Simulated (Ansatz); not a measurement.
# A computed series for ZrSi2: response to strain

Base system: ZrSi₂ (space group Cmcm, No. 63; a = 3.6887 Å, b = 14.8584 Å, c = 3.6668 Å). Axes: x, y, z lie along a, b, c of the conventional cell.

Strains are applied to the cell and any free atomic positions relax.

Level of theory: Ansatz (an electronic-structure program), r2SCAN, PAW, cutoff 500 eV, spin-orbit coupling left out.

Notes on the quantities. energy relative to the base: free energy F.

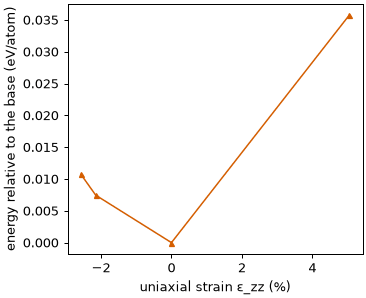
Fig. 1. Energy relative to the base against uniaxial strain ε_zz

Task: From the plot, what is the energy relative to the base for uniaxial strain ε_zz = −2.15 %?

Result: About 0.007 eV/atom.

Task: Is the trend monotonic over the range shown?

Result: No, it turns within the range, spanning 0 meV/atom to +36 meV/atom.

Without a gap, meshes like the base's 13×13×13 leave anisotropic stresses uncertain by several tenths of a GPa, and small strain energies with them. No phonon test of stability was made. All final runs are without spin polarisation.
